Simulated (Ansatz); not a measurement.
# GaBH (quartet): B2PLYP, RPA-PBE over vertical spin and charge gaps, 6-31G

Aim: run GaBH (quartet) with these functionals over vertical spin and charge gaps, and hold them against the top wave-function level at the same points.

Computed with Ansatz 0.2.0, Gaussian basis. Level: 6-31G, all electrons in the functionals, frozen cores in the correlation of double hybrids and RPA.

To be run: B2PLYP, RPA-PBE, at charge 0, quartet; charge 0, doublet; charge 0, sextet; charge 1, triplet; charge 1, quintet.

17 further runs of the same task are left out: 5 that didn't finish, 12 set aside as unsound or not needed. Runs told in other sessions of the task aren't counted.

**1. The geometry**

The geometry is a PBE0/def2-TZVP stationary point (not a proven minimum). No spin-orbit coupling is included. The filled d shell of Ga may be among the frozen orbitals whatever the setting's name suggests.

3 atoms, charge 0, spin multiplicity 4.

Atoms are counted from 1 here; the program's logs count them from 0.

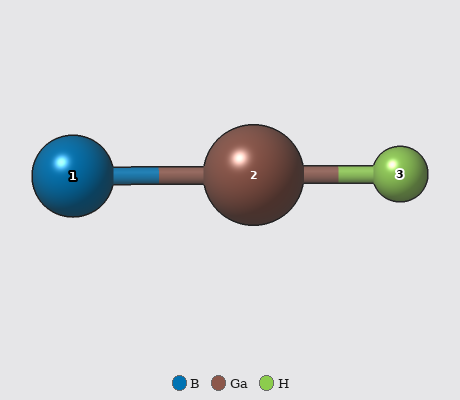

The geometry (boron blue, gallium brown, hydrogen green); atoms are numbered from 1 in the order of the file.

No dispersion term is added.

The geometry shown and the zero of energy belong to the point charge 0, quartet. The yardstick, FCI, and other wave-function levels (R restricted, U unrestricted, valence and pair active spaces) come from earlier runs.

**2. B2PLYP, charge 0, quartet**

in.yaml

```yaml
crystal:
  periodic: [false, false, false]
  atoms:
    - {symbol: B, position_ang: [0.000000, 0.000000, 1.782800]}
    - {symbol: Ga, position_ang: [0.000000, 0.000000, -0.119700]}
    - {symbol: H, position_ang: [0.000000, 0.000000, -1.663100]}
basis:
  gaussian: {orbitals: 6-31G}
magnetization: {spin_polarized: true, initial_magnetization: 3}
hamiltonian: {xc: {name: B2PLYP}}
correlation: {electrons: outside_noble_gas}
```

Command:

```bash
ansatz run in.yaml --threads 1 --pin off --events-out ev --progress --plain --max-ram 2393MiB
```

Output:

```text
Functional definition: B2PLYP
  name "B2PLYP"
  cite "Grimme, J. Chem. Phys. 124, 034108 (2006) doi:10.1063/1.2148954"
  cite "Becke, Phys. Rev. A 38, 3098 (1988) doi:10.1103/PhysRevA.38.3098"
  cite "Lee, Yang & Parr, Phys. Rev. B 37, 785 (1988) doi:10.1103/PhysRevB.37.785"
  parameter a = 0.53
  parameter c = 0.27
  exchange = (1 - a)*b88_x + a*exact_x
  correlation = (1 - c)*lyp_c + c*(mp2_os + mp2_ss)
410 factors; integrals over basis functions are off by at most 5.7e-4 eV
mean field evaluation 1: about -53042.1845 eV, gradient 8.2e0 eV
mean field evaluation 2: about -53042.2045 eV, gradient 8.1e0 eV
mean field evaluation 4: about -53042.7816 eV, gradient 1.5e0 eV
mean field evaluation 8: about -53042.8417 eV, gradient 1.5e-1 eV
mean field evaluation 16: about -53042.8425 eV, gradient 5.8e-4 eV
mean field -53042.84247802 eV, -1949.2885073374 hartree, gradient 6.5e-6 eV, S^2 3.751723; 0 other end points of the search recorded, 0 dependent functions left out
15 core orbitals not correlated: weight in the atoms' cores, before any rotation towards them, 0.982 or more for the frozen orbitals, at most 0.008 for the correlated occupied ones
reference -53042.84260483 eV, -1949.2885119975 hartree; 5, 2 occupied and 20, 23 virtual orbitals, 410 factors
second order -2.21495822 eV of doubles, -0.00000000 eV of singles
Total energy: -53043.44064355 eV, -1949.3104895151 hartree
```

It took 1.3 s on 1 thread of AMD EPYC 7B13, shared host.

From the report: ⟨S²⟩ of the determinant 3.752 (pure quartet: 3.75).

**3. B2PLYP, charge 0, doublet**

in.yaml, as its differences from that of step 2:

```diff
@@ -8,3 +8,3 @@
   gaussian: {orbitals: 6-31G}
-magnetization: {spin_polarized: true, initial_magnetization: 3}
+magnetization: {spin_polarized: true, initial_magnetization: 1}
 hamiltonian: {xc: {name: B2PLYP}}
```

Launched as before.

Output (excerpt; [...] marks lines left out):

```text
Functional definition: B2PLYP
  name "B2PLYP"
  cite "Grimme, J. Chem. Phys. 124, 034108 (2006) doi:10.1063/1.2148954"
  cite "Becke, Phys. Rev. A 38, 3098 (1988) doi:10.1103/PhysRevA.38.3098"
  cite "Lee, Yang & Parr, Phys. Rev. B 37, 785 (1988) doi:10.1103/PhysRevB.37.785"
[...]
410 factors; integrals over basis functions are off by at most 5.7e-4 eV
[...]
mean field -53042.26440601 eV, -1949.2672635826 hartree, gradient 5.5e-6 eV, S^2 1.625126; 9 other end points of the search recorded, 0 dependent functions left out
15 core orbitals not correlated: weight in the atoms' cores, before any rotation towards them, 0.985 or more for the frozen orbitals, at most 0.008 for the correlated occupied ones
reference -53042.26453520 eV, -1949.2672683303 hartree; 4, 3 occupied and 21, 22 virtual orbitals, 410 factors
second order -2.24294105 eV of doubles, -0.00000000 eV of singles
Total energy: -53042.87012928 eV, -1949.2895235024 hartree
```

Wall time 7.5 s (1 thread of AMD EPYC 7B13, shared host).

From the report: ⟨S²⟩ of the determinant 1.625 (pure doublet: 0.75). The determinant of B2PLYP (⟨S²⟩ 1.63) is far from a pure spin state, so its energy mixes those of several spin states; that is harmless only where they are near-degenerate.

From charge 0, quartet: +0.571 eV.

**4. B2PLYP, charge 0, sextet**

in.yaml, as its differences from that of step 3:

```diff
@@ -8,3 +8,3 @@
   gaussian: {orbitals: 6-31G}
-magnetization: {spin_polarized: true, initial_magnetization: 1}
+magnetization: {spin_polarized: true, initial_magnetization: 5}
 hamiltonian: {xc: {name: B2PLYP}}
```

The command is unchanged.

Output (excerpt; [...] marks lines left out):

```text
Functional definition: B2PLYP
  name "B2PLYP"
  cite "Grimme, J. Chem. Phys. 124, 034108 (2006) doi:10.1063/1.2148954"
  cite "Becke, Phys. Rev. A 38, 3098 (1988) doi:10.1103/PhysRevA.38.3098"
  cite "Lee, Yang & Parr, Phys. Rev. B 37, 785 (1988) doi:10.1103/PhysRevB.37.785"
[...]
410 factors; integrals over basis functions are off by at most 5.7e-4 eV
[...]
mean field -53035.62923698 eV, -1949.0234256182 hartree, gradient 1.6e-6 eV, S^2 8.759772; 5 other end points of the search recorded, 0 dependent functions left out
15 core orbitals not correlated: weight in the atoms' cores, before any rotation towards them, 0.973 or more for the frozen orbitals, at most 0.017 for the correlated occupied ones
reference -53035.62936694 eV, -1949.0234303943 hartree; 6, 1 occupied and 19, 24 virtual orbitals, 410 factors
second order -1.55780093 eV of doubles, -0.00000000 eV of singles
Total energy: -53036.04997319 eV, -1949.0388873890 hartree
```

It took 4.8 s on 1 thread of AMD EPYC 7B13, shared host.

From the report: ⟨S²⟩ of the determinant 8.760 (pure sextet: 8.75).

From charge 0, quartet: +7.391 eV.

**5. B2PLYP, charge 1, triplet**

in.yaml, as its differences from that of step 4:

```diff
@@ -8,3 +8,4 @@
   gaussian: {orbitals: 6-31G}
-magnetization: {spin_polarized: true, initial_magnetization: 5}
+total_charge: 1
+magnetization: {spin_polarized: true, initial_magnetization: 2}
 hamiltonian: {xc: {name: B2PLYP}}
```

The command is unchanged.

Output (excerpt; [...] marks lines left out):

```text
Functional definition: B2PLYP
  name "B2PLYP"
  cite "Grimme, J. Chem. Phys. 124, 034108 (2006) doi:10.1063/1.2148954"
  cite "Becke, Phys. Rev. A 38, 3098 (1988) doi:10.1103/PhysRevA.38.3098"
  cite "Lee, Yang & Parr, Phys. Rev. B 37, 785 (1988) doi:10.1103/PhysRevB.37.785"
[...]
410 factors; integrals over basis functions are off by at most 5.7e-4 eV
[...]
mean field -53035.28483427 eV, -1949.0107690522 hartree, gradient 2.9e-6 eV, S^2 2.001568; 3 other end points of the search recorded, 0 dependent functions left out
15 core orbitals not correlated: weight in the atoms' cores, before any rotation towards them, 0.991 or more for the frozen orbitals, at most 0.008 for the correlated occupied ones
reference -53035.28496274 eV, -1949.0107737736 hartree; 4, 2 occupied and 21, 23 virtual orbitals, 410 factors
second order -1.61325271 eV of doubles, -0.00000000 eV of singles
Total energy: -53035.72054098 eV, -1949.0267809783 hartree
```

It took 1.9 s on 1 thread of AMD EPYC 7B13, shared host.

From the report: ⟨S²⟩ of the determinant 2.002 (pure triplet: 2.00).

From charge 0, quartet: +7.720 eV.

**6. B2PLYP, charge 1, quintet**

in.yaml, as its differences from that of step 5:

```diff
@@ -9,3 +9,3 @@
 total_charge: 1
-magnetization: {spin_polarized: true, initial_magnetization: 2}
+magnetization: {spin_polarized: true, initial_magnetization: 4}
 hamiltonian: {xc: {name: B2PLYP}}
```

Launched as before.

Output (excerpt; [...] marks lines left out):

```text
Functional definition: B2PLYP
  name "B2PLYP"
  cite "Grimme, J. Chem. Phys. 124, 034108 (2006) doi:10.1063/1.2148954"
  cite "Becke, Phys. Rev. A 38, 3098 (1988) doi:10.1103/PhysRevA.38.3098"
  cite "Lee, Yang & Parr, Phys. Rev. B 37, 785 (1988) doi:10.1103/PhysRevB.37.785"
[...]
410 factors; integrals over basis functions are off by at most 5.7e-4 eV
[...]
mean field -53030.68992510 eV, -1948.8419092548 hartree, gradient 4.2e-6 eV, S^2 6.017257; 0 other end points of the search recorded, 0 dependent functions left out
15 core orbitals not correlated: weight in the atoms' cores, before any rotation towards them, 0.976 or more for the frozen orbitals, at most 0.015 for the correlated occupied ones
reference -53030.69006044 eV, -1948.8419142286 hartree; 5, 1 occupied and 20, 24 virtual orbitals, 410 factors
second order -1.88626361 eV of doubles, -0.00000000 eV of singles
Total energy: -53031.19935162 eV, -1948.8606303341 hartree
```

Run time: 1.4 s. Hardware: 1 thread of AMD EPYC 7B13, shared host.

From the report: ⟨S²⟩ of the determinant 6.017 (pure quintet: 6.00).

From charge 0, quartet: +12.241 eV.

**7. RPA-PBE, charge 0, quartet**

in.yaml

```yaml
crystal:
  periodic: [false, false, false]
  atoms:
    - {symbol: B, position_ang: [0.000000, 0.000000, 1.782800]}
    - {symbol: Ga, position_ang: [0.000000, 0.000000, -0.119700]}
    - {symbol: H, position_ang: [0.000000, 0.000000, -1.663100]}
basis:
  gaussian: {orbitals: 6-31G}
magnetization: {spin_polarized: true, initial_magnetization: 3}
hamiltonian: {xc: {name: PBE}}
correlation: {method: rpa, electrons: outside_noble_gas}
```

Same command.

Output (excerpt; [...] marks lines left out):

```text
Functional definition: PBE
  name "PBE"
  cite "Perdew, Burke & Ernzerhof, Phys. Rev. Lett. 77, 3865 (1996) doi:10.1103/PhysRevLett.77.3865"
  parent pbe
[...]
410 factors; integrals over basis functions are off by at most 5.7e-4 eV
[...]
mean field -53046.74752996 eV, -1949.4320153491 hartree, gradient 8.6e-6 eV, S^2 3.750874; 0 other end points of the search recorded, 0 dependent functions left out
15 core orbitals not correlated: weight in the atoms' cores, before any rotation towards them, 0.965 or more for the frozen orbitals, at most 0.021 for the correlated occupied ones
reference -53008.03614596 eV, -1948.0093982268 hartree; 5, 2 occupied and 20, 23 virtual orbitals, 410 factors
Total energy: -53011.98221537 eV, -1948.1544136028 hartree
```

Wall time 1 s (1 thread of AMD EPYC 7B13, shared host).

From the report: ⟨S²⟩ of the determinant 3.751 (pure quartet: 3.75).

**8. RPA-PBE, charge 0, doublet**

in.yaml, as its differences from that of step 7:

```diff
@@ -8,3 +8,3 @@
   gaussian: {orbitals: 6-31G}
-magnetization: {spin_polarized: true, initial_magnetization: 3}
+magnetization: {spin_polarized: true, initial_magnetization: 1}
 hamiltonian: {xc: {name: PBE}}
```

Launched as before.

Output (excerpt; [...] marks lines left out):

```text
Functional definition: PBE
  name "PBE"
  cite "Perdew, Burke & Ernzerhof, Phys. Rev. Lett. 77, 3865 (1996) doi:10.1103/PhysRevLett.77.3865"
  parent pbe
[...]
410 factors; integrals over basis functions are off by at most 5.7e-4 eV
[...]
mean field -53046.20199661 eV, -1949.4119673683 hartree, gradient 2.6e-6 eV, S^2 1.641438; 22 other end points of the search recorded, 0 dependent functions left out
15 core orbitals not correlated: weight in the atoms' cores, before any rotation towards them, 0.966 or more for the frozen orbitals, at most 0.020 for the correlated occupied ones
reference -53006.97973397 eV, -1947.9705758020 hartree; 4, 3 occupied and 21, 22 virtual orbitals, 410 factors
Total energy: -53011.33755618 eV, -1948.1307228146 hartree
```

Run time: 12 s. Hardware: 1 thread of AMD EPYC 7B13, shared host.

From the report: ⟨S²⟩ of the determinant 1.641 (pure doublet: 0.75). The determinant of RPA-PBE (⟨S²⟩ 1.64) is far from a pure spin state, so its energy mixes those of several spin states; that is harmless only where they are near-degenerate.

From charge 0, quartet: +0.645 eV.

**9. RPA-PBE, charge 0, sextet**

in.yaml, as its differences from that of step 8:

```diff
@@ -8,3 +8,3 @@
   gaussian: {orbitals: 6-31G}
-magnetization: {spin_polarized: true, initial_magnetization: 1}
+magnetization: {spin_polarized: true, initial_magnetization: 5}
 hamiltonian: {xc: {name: PBE}}
```

The command is unchanged.

Output (excerpt; [...] marks lines left out):

```text
Functional definition: PBE
  name "PBE"
  cite "Perdew, Burke & Ernzerhof, Phys. Rev. Lett. 77, 3865 (1996) doi:10.1103/PhysRevLett.77.3865"
  parent pbe
[...]
410 factors; integrals over basis functions are off by at most 5.7e-4 eV
[...]
mean field -53039.62980682 eV, -1949.1704438485 hartree, gradient 3.8e-6 eV, S^2 8.752617; 10 other end points of the search recorded, 0 dependent functions left out
15 core orbitals not correlated: weight in the atoms' cores, before any rotation towards them, 0.945 or more for the frozen orbitals, at most 0.041 for the correlated occupied ones
reference -53001.49304607 eV, -1947.7689437407 hartree; 6, 1 occupied and 19, 24 virtual orbitals, 410 factors
Total energy: -53005.09605748 eV, -1947.9013519680 hartree
```

It took 3.9 s on 1 thread of AMD EPYC 7B13, shared host.

From the report: ⟨S²⟩ of the determinant 8.753 (pure sextet: 8.75).

From charge 0, quartet: +6.886 eV.

**10. RPA-PBE, charge 1, triplet**

in.yaml, as its differences from that of step 9:

```diff
@@ -8,3 +8,4 @@
   gaussian: {orbitals: 6-31G}
-magnetization: {spin_polarized: true, initial_magnetization: 5}
+total_charge: 1
+magnetization: {spin_polarized: true, initial_magnetization: 2}
 hamiltonian: {xc: {name: PBE}}
```

Launched as before.

Output (excerpt; [...] marks lines left out):

```text
Functional definition: PBE
  name "PBE"
  cite "Perdew, Burke & Ernzerhof, Phys. Rev. Lett. 77, 3865 (1996) doi:10.1103/PhysRevLett.77.3865"
  parent pbe
[...]
410 factors; integrals over basis functions are off by at most 5.7e-4 eV
[...]
mean field -53038.64050388 eV, -1949.1340876357 hartree, gradient 1.6e-6 eV, S^2 2.000463; 6 other end points of the search recorded, 0 dependent functions left out
15 core orbitals not correlated: weight in the atoms' cores, before any rotation towards them, 0.967 or more for the frozen orbitals, at most 0.021 for the correlated occupied ones
reference -53000.89670750 eV, -1947.7470287027 hartree; 4, 2 occupied and 21, 23 virtual orbitals, 410 factors
Total energy: -53004.39824686 eV, -1947.8757079006 hartree
```

Wall time 2.7 s (1 thread of AMD EPYC 7B13, shared host).

From the report: ⟨S²⟩ of the determinant 2.000 (pure triplet: 2.00).

From charge 0, quartet: +7.584 eV.

**11. RPA-PBE, charge 1, quintet**

in.yaml, as its differences from that of step 10:

```diff
@@ -9,3 +9,3 @@
 total_charge: 1
-magnetization: {spin_polarized: true, initial_magnetization: 2}
+magnetization: {spin_polarized: true, initial_magnetization: 4}
 hamiltonian: {xc: {name: PBE}}
```

The command is unchanged.

Output (excerpt; [...] marks lines left out):

```text
Functional definition: PBE
  name "PBE"
  cite "Perdew, Burke & Ernzerhof, Phys. Rev. Lett. 77, 3865 (1996) doi:10.1103/PhysRevLett.77.3865"
  parent pbe
[...]
410 factors; integrals over basis functions are off by at most 5.7e-4 eV
[...]
mean field -53034.55443394 eV, -1948.9839273353 hartree, gradient 1.7e-6 eV, S^2 6.004435; 0 other end points of the search recorded, 0 dependent functions left out
15 core orbitals not correlated: weight in the atoms' cores, before any rotation towards them, 0.952 or more for the frozen orbitals, at most 0.035 for the correlated occupied ones
reference -52996.47663967 eV, -1947.5845942057 hartree; 5, 1 occupied and 20, 24 virtual orbitals, 410 factors
Total energy: -53000.24974164 eV, -1947.7232531457 hartree
```

Run time: 1.4 s. Hardware: 1 thread of AMD EPYC 7B13, shared host.

From the report: ⟨S²⟩ of the determinant 6.004 (pure quintet: 6.00).

From charge 0, quartet: +11.732 eV.

**12. Against the wave-function levels**

The yardstick is full CI for this spin, exact in this basis with these frozen cores. It comes from earlier runs at the same points. Energies in eV, counted from charge 0, quartet; blanks weren't run or aren't comparable.

```csv
level,quartet to doublet,quartet to sextet,ionisation to the triplet cation,ionisation to the quintet cation
FCI,1.130,7.005,7.595,11.772
B2PLYP,,7.391,7.720,12.241
RPA-PBE,,6.886,7.584,11.732
```

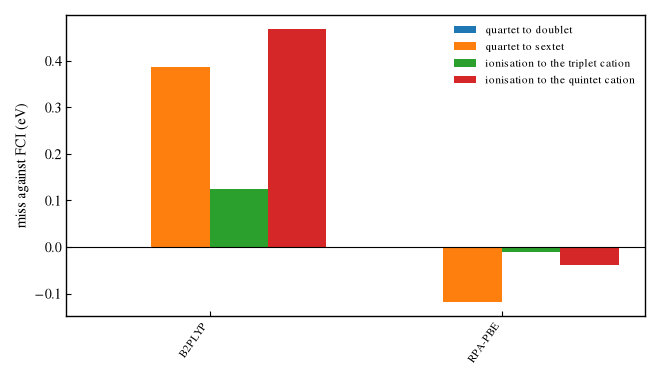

Misses of the gaps against FCI.

Largest miss and mean time a point (FCI took 70 s a point; shared hosts):

```csv
level,largest miss (eV),where,time a point
B2PLYP,+0.469,ionisation to the quintet cation,3.4 s
RPA-PBE,-0.119,quartet to sextet,4.1 s
```

**13. What came out**

| quantity | value |
| --- | --- |
| quartet to doublet, FCI | 1.130 eV |
| quartet to sextet, FCI | 7.005 eV |
| ionisation to the triplet cation, FCI | 7.595 eV |
| ionisation to the quintet cation, FCI | 11.772 eV |
| largest miss, B2PLYP | +0.469 eV (ionisation to the quintet cation) |
| largest miss, RPA-PBE | -0.119 eV (quartet to sextet) |

**Reading.** Of the functionals, RPA-PBE keep the smallest largest miss at the points compared (at most 0.119 eV) and B2PLYP strays most (0.469 eV, at ionisation to the quintet cation). B2PLYP, RPA-PBE clearly break the spin symmetry at some points (⟨S²⟩ up to 0.89 above the pure value), so energy there is bought with a mixed spin. Functionals and the yardstick converge differently with the basis, so part of each miss in 6-31G is the basis.
